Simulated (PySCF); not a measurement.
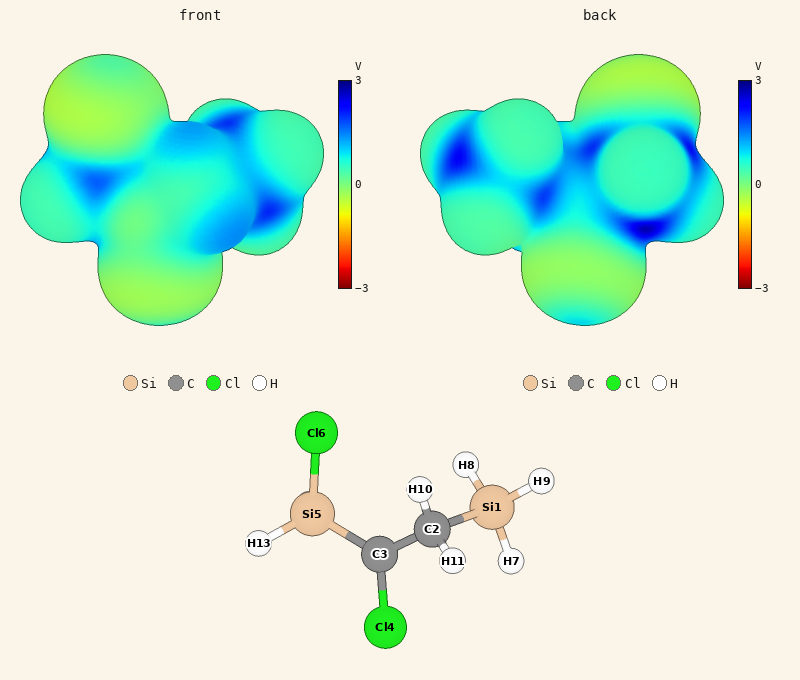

The picture shows: C$_{2}$H$_{7}$Cl$_{2}$Si$_{2}$ (SMILES [SiH3]C[C](Cl)[SiH2]Cl) (doublet). The electrostatic potential painted on the density surface at 0.004 e/bohr³, seen from the front and from behind; the colour scale runs from red (negative) to blue (positive). The bare structure is drawn below in the same view.

Geometry: GFN2-xTB.

The calculation used UKS B3LYP, pcH-1 on C Cl H Si, non-relativistic, mean-field spin-orbit, GIAO in PySCF.

```xyz
13

Si   -1.9618   -0.3022    0.3208
C    -0.5034    0.9537    0.0997
C     0.5805    0.3903   -0.7045
Cl    0.3231    0.3930   -2.4077
Si    2.0677   -0.5342   -0.0913
Cl    2.1518   -0.2098    1.9033
H    -2.5145   -0.5905   -1.0010
H    -1.4280   -1.5102    0.9454
H    -2.9580    0.3480    1.1722
H    -0.1266    1.2102    1.0887
H    -0.9179    1.8501   -0.3641
H     1.9898   -1.9857   -0.2837
H     3.2928   -0.0121   -0.6955
```

Describe the electrostatic potential map.

The most negative region (about −0.4 V) lies over Cl6, the most positive (about +2.3 V) over Si1 and Si5. Cl4 shows a σ-hole: about +0.9 V at the tip opposite its bond, against about −0.1 V on its flanks.
